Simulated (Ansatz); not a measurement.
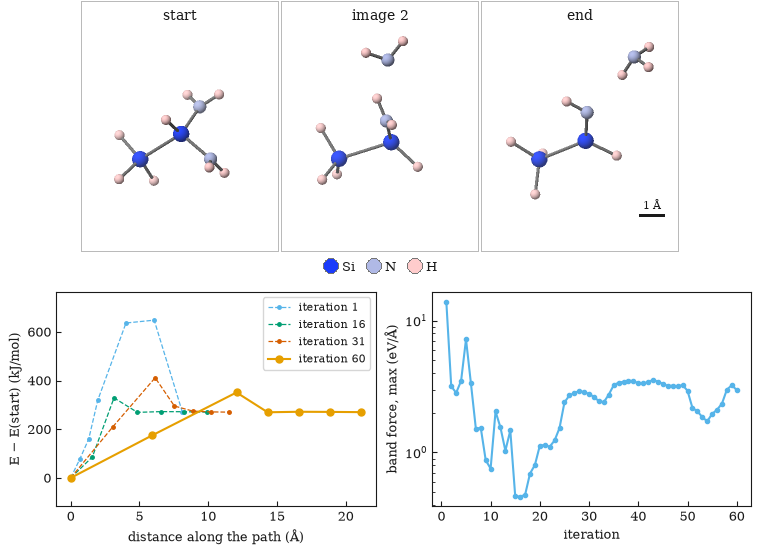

A search for the minimum-energy path of Si₂N₂H₈ by the nudged elastic band. Images are numbered from 0 (start) to 6 (end). The plot follows the band through its iterations. Style: ball-and-stick. Shown from a free direction.

The calculation used UHF/6-31G* (Ansatz 0.2.0). Settings: 5 movable images; climbing image; force threshold 0.05 eV/Å; iteration limit 60; starting path through a guess of the saddle point.

### Did the band converge, and can the barrier be trusted?

The result isn't final. The band hadn't converged when the run stopped after 60 iterations. The largest component of the band force went from 14 to 3 eV/Å. The barrier read from it is provisional: over the last two iterations the highest image moved from 358.4 kJ/mol to 351.1 kJ/mol. The first iteration put the highest image at 648.1 kJ/mol. The highest point, image 2, lies 351.1 kJ/mol above the start and 80.9 kJ/mol above the end; the end is at +270.2 kJ/mol relative to the start.

Cost: 6.4 min on 2 threads of AMD EPYC 7B13 (Zen 3), with other jobs on the host, peak memory 0.25 GiB.
